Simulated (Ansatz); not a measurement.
**singlet CH6AlOSi+: levels of theory compared**

Aim: a comparison of 6 runs (HF/STO-3G, HF/3-21G, HF/def2-SVP, B3LYP/6-31G*, BLYP/def2-SVP, wB97M-V/def2-SVP) of singlet CH6AlOSi+. 

Program for the calculation: Ansatz 0.2.0.

105 further runs of the same task are left out: 105 set aside as unsound or not needed.

## 1. Starting point

CH6AlOSi+: 10 atoms, total charge +1, spin state singlet. SMILES of the parent species: `[CH3][Al][O][SiH3]`. The coordinates come from a PBE0-D4/def2-TZVP relaxation. This is one conformer, not always the lowest. That shape belongs to the parent species and isn't relaxed for this state.

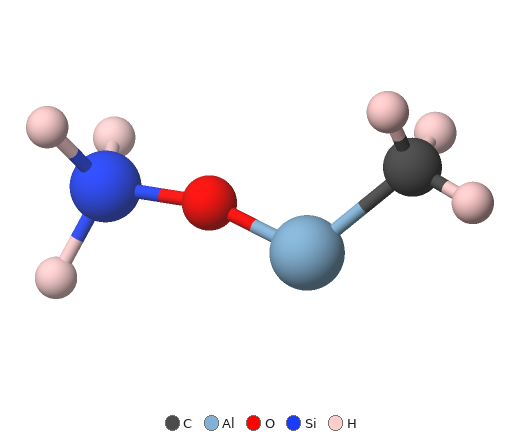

The structure, seen from a chosen angle (carbon dark grey, aluminium light blue, oxygen red, silicon blue, hydrogen pink).

## 2. A single-point energy at HF/STO-3G (run 1)

File input.yaml:

```yaml
crystal:
  periodic: [false, false, false]
  atoms:
    - {symbol: C, position_ang: [0.243800, 1.981800, -1.341400]}
    - {symbol: Al, position_ang: [1.086500, 0.300600, -0.766100]}
    - {symbol: O, position_ang: [0.194200, -0.660700, 0.309100]}
    - {symbol: Si, position_ang: [-0.287900, -1.859400, 1.294000]}
    - {symbol: H, position_ang: [-0.701000, 1.751800, -1.844500]}
    - {symbol: H, position_ang: [0.014800, 2.586100, -0.457700]}
    - {symbol: H, position_ang: [0.869800, 2.566000, -2.016900]}
    - {symbol: H, position_ang: [0.686800, -2.984600, 1.283800]}
    - {symbol: H, position_ang: [-1.611000, -2.377800, 0.854700]}
    - {symbol: H, position_ang: [-0.413000, -1.355000, 2.687900]}
basis:
  gaussian:
    orbitals: STO-3G
total_charge: 1
hamiltonian:
  xc: hf
accuracy: high
output:
  orbitals: {seedname: orbitals}
```

Started as:

```console
ansatz run input.yaml --threads 1 --pin off --max-ram 3480MiB --events-out events.jsonl --progress --plain --runs-dir runs
```

The log of the run:

```text
Warning: RAYON_NUM_THREADS=1 ignored (pool sized by the plan → 1); use --threads N
Functional definition: HF
  name "HF"
  exchange = exact_x
  correlation = 0
662 factors; integrals over basis functions are off by at most 2.2e-8 eV
mean field evaluation 1: about -17390.1186 eV, gradient 3.3e1 eV
mean field evaluation 2: about -17390.1738 eV, gradient 3.3e1 eV
mean field evaluation 4: about -17394.6409 eV, gradient 2.5e0 eV
mean field evaluation 8: about -17394.6812 eV, gradient 1.8e-4 eV
mean field -17394.67743633 eV, -639.2426052493 hartree, gradient 1.4e-8 eV, S^2 0.000000; 0 other end points of the search recorded, 0 dependent functions left out
reference -17394.67743633 eV, -639.2426052493 hartree; 23, 23 occupied and 11, 11 virtual orbitals, 662 factors
Total energy: -17394.67743633 eV, -639.2426052493 hartree
```

Wall time 0.3 s (1 thread of Arm Neoverse V2, shared host).

## 3. A single-point energy at HF/3-21G (run 2)

File in.yaml:

```yaml
crystal:
  periodic: [false, false, false]
  atoms:
    - {symbol: C, position_ang: [0.243800, 1.981800, -1.341400]}
    - {symbol: Al, position_ang: [1.086500, 0.300600, -0.766100]}
    - {symbol: O, position_ang: [0.194200, -0.660700, 0.309100]}
    - {symbol: Si, position_ang: [-0.287900, -1.859400, 1.294000]}
    - {symbol: H, position_ang: [-0.701000, 1.751800, -1.844500]}
    - {symbol: H, position_ang: [0.014800, 2.586100, -0.457700]}
    - {symbol: H, position_ang: [0.869800, 2.566000, -2.016900]}
    - {symbol: H, position_ang: [0.686800, -2.984600, 1.283800]}
    - {symbol: H, position_ang: [-1.611000, -2.377800, 0.854700]}
    - {symbol: H, position_ang: [-0.413000, -1.355000, 2.687900]}
basis:
  gaussian:
    orbitals: 3-21G.json
total_charge: 1
hamiltonian:
  xc: hf
accuracy: high
output: {orbitals: {seedname: orbitals}}
```

The basis set 3-21G is read from a file made from the Basis Set Exchange's data (not shown).

Started as:

```console
ansatz run in.yaml --threads 1 --pin off --max-ram 3480MiB --events-out events.jsonl --progress --plain --runs-dir runs
```

The log of the run:

```text
Warning: RAYON_NUM_THREADS=1 ignored (pool sized by the plan → 1); use --threads N
Functional definition: HF
  name "HF"
  exchange = exact_x
  correlation = 0
1294 factors; integrals over basis functions are off by at most 6.2e-9 eV
mean field evaluation 1: about -17501.3185 eV, gradient 5.7e1 eV
mean field evaluation 2: about -17501.5734 eV, gradient 5.7e1 eV
mean field evaluation 4: about -17507.6492 eV, gradient 4.1e0 eV
mean field evaluation 8: about -17507.7363 eV, gradient 2.1e-1 eV
mean field evaluation 16: about -17507.7366 eV, gradient 1.1e-7 eV
mean field -17507.73656451 eV, -643.3974515757 hartree, gradient 2.5e-8 eV, S^2 0.000000; 0 other end points of the search recorded, 0 dependent functions left out
reference -17507.73656451 eV, -643.3974515757 hartree; 23, 23 occupied and 33, 33 virtual orbitals, 1294 factors
Total energy: -17507.73656451 eV, -643.3974515757 hartree
```

Run time: 0.68 s. Hardware: 1 thread of Arm Neoverse V2, shared host; peak memory 0.12 GiB.

Runs 3 to 4 aren't shown in full; the table further down has their settings and results.

## 4. A single-point energy at BLYP/def2-SVP (run 5)

File in.yaml:

```yaml
crystal:
  periodic: [false, false, false]
  atoms:
    - symbol: C
      position_ang: [0.243800, 1.981800, -1.341400]
    - symbol: Al
      position_ang: [1.086500, 0.300600, -0.766100]
    - symbol: O
      position_ang: [0.194200, -0.660700, 0.309100]
    - symbol: Si
      position_ang: [-0.287900, -1.859400, 1.294000]
    - symbol: H
      position_ang: [-0.701000, 1.751800, -1.844500]
    - symbol: H
      position_ang: [0.014800, 2.586100, -0.457700]
    - symbol: H
      position_ang: [0.869800, 2.566000, -2.016900]
    - symbol: H
      position_ang: [0.686800, -2.984600, 1.283800]
    - symbol: H
      position_ang: [-1.611000, -2.377800, 0.854700]
    - symbol: H
      position_ang: [-0.413000, -1.355000, 2.687900]
basis:
  gaussian:
    orbitals: def2-SVP
total_charge: 1
hamiltonian:
  xc: {name: BLYP}
accuracy: high
output: {orbitals: {seedname: orbitals}}
```

Started as:

```console
ansatz run in.yaml --threads 1 --pin off --max-ram 3480MiB --events-out events.jsonl --progress --plain --runs-dir runs
```

The log of the run:

```text
Warning: RAYON_NUM_THREADS=1 ignored (pool sized by the plan → 1); use --threads N
Functional definition: BLYP
  name "BLYP"
  parameter beta = 0.0042
  parameter a = 0.04918
  parameter b = 0.132
  parameter c = 0.2533
  parameter d = 0.349
  exchange = b88_x(beta = beta)
  correlation = lyp_c(a = a, b = b, c = c, d = d)
2094 factors; integrals over basis functions are off by at most 7.8e-9 eV
mean field evaluation 1: about -17613.4397 eV, gradient 1.1e2 eV
mean field evaluation 2: about -17442.1188 eV, gradient 2.3e2 eV
mean field evaluation 4: about -17638.4124 eV, gradient 3.8e1 eV
mean field evaluation 8: about -17642.2882 eV, gradient 8.4e-1 eV
mean field evaluation 16: about -17642.2847 eV, gradient 4.1e-5 eV
mean field -17642.28471529 eV, -648.3420049169 hartree, gradient 1.5e-8 eV, S^2 0.000000; 0 other end points of the search recorded, 0 dependent functions left out
reference -17642.28477691 eV, -648.3420071814 hartree; 23, 23 occupied and 71, 71 virtual orbitals, 2094 factors
Total energy: -17642.28477691 eV, -648.3420071814 hartree
```

Wall time 6.6 s (1 thread of Arm Neoverse V2, shared host); peak memory 0.24 GiB.

## 5. The energy at wB97M-V/def2-SVP (run 6)

File run.yaml:

```yaml
crystal:
  periodic: [false, false, false]
  atoms:
    - {symbol: C, position_ang: [0.243800, 1.981800, -1.341400]}
    - {symbol: Al, position_ang: [1.086500, 0.300600, -0.766100]}
    - {symbol: O, position_ang: [0.194200, -0.660700, 0.309100]}
    - {symbol: Si, position_ang: [-0.287900, -1.859400, 1.294000]}
    - {symbol: H, position_ang: [-0.701000, 1.751800, -1.844500]}
    - {symbol: H, position_ang: [0.014800, 2.586100, -0.457700]}
    - {symbol: H, position_ang: [0.869800, 2.566000, -2.016900]}
    - {symbol: H, position_ang: [0.686800, -2.984600, 1.283800]}
    - {symbol: H, position_ang: [-1.611000, -2.377800, 0.854700]}
    - {symbol: H, position_ang: [-0.413000, -1.355000, 2.687900]}
basis:
  gaussian:
    orbitals: def2-SVP
total_charge: 1
hamiltonian:
  xc: {name: wB97M-V}
accuracy: high
output: {orbitals: {seedname: orbitals}}
```

Started as:

```console
ansatz run run.yaml --threads 1 --pin off --max-ram 3480MiB --events-out events.jsonl --progress --plain --runs-dir runs
```

The log of the run, cut to the lines that bear on the results:

```text
Warning: RAYON_NUM_THREADS=1 ignored (pool sized by the plan → 1); use --threads N
Functional definition: wB97M-V
  name "wB97M-V"
[...]
  gx(w, u) = 1 - cx + cx01*u + cx10*w
  gss(w, u) = css00 + css04*u^4 + css10*w + css20*w^2 + css43*w^4*u^3
  gos(w, u) = cos00 + cos10*w + (cos20 + cos21*u)*w^2 + (cos60 + cos61*u)*w^6
[...]
      + integral(e_c_pw_mod_opposite_spin*gos(b97_w_opposite, b97_u_opposite)) + vv10(b, c)
2094 factors; integrals over basis functions are off by at most 7.8e-9 eV
443 factors; integrals over basis functions are off by at most 1.7e-9 eV
[...]
mean field -17640.81641470 eV, -648.2880458652 hartree, gradient 3.8e-8 eV, S^2 0.000000; 0 other end points of the search recorded, 0 dependent functions left out
reference -17640.81641992 eV, -648.2880460572 hartree; 23, 23 occupied and 71, 71 virtual orbitals, 2094 factors
Total energy: -17640.81641992 eV, -648.2880460572 hartree
```

Wall time 94 s (1 thread of Arm Neoverse V2, shared host); peak memory 0.66 GiB.

## 6. The series

```csv
run,level,Cartesian functions,energy (Eh),HOMO energy (eV),LUMO energy (eV),HOMO–LUMO gap (eV),wall time
1,HF/STO-3G,no,-639.242605,-13.88,-2.51,11.37,0.3 s
2,HF/3-21G,no,-643.397452,-15.94,-6.39,9.55,0.68 s
3,HF/def2-SVP,no,-646.623423,-16.00,-6.55,9.45,2.5 s
4,B3LYP/6-31G* (Cartesian functions),yes,-648.650578,-12.62,-9.56,3.07,6.9 s
5,BLYP/def2-SVP,no,-648.342007,-11.49,-9.95,1.53,6.6 s
6,wB97M-V/def2-SVP,no,-648.288046,-14.98,-7.51,7.46,94 s
```

## 7. What came out

| quantity | value |
| --- | --- |
| run 6: total energy | -648.28805 Eh |
| run 6: HOMO energy | -14.98 eV |
| run 6: LUMO energy | -7.51 eV |
| run 6: HOMO–LUMO gap | 7.46 eV |

The HOMO–LUMO gap runs from 1.53 eV (BLYP/def2-SVP) to 11.37 eV (HF/STO-3G). The two ends differ in method and basis. Totals of different functionals can't be ranked against each other. In run 1 the basis is minimal, so the values are rough. All runs together took 1.9 min, the longest 94 s.
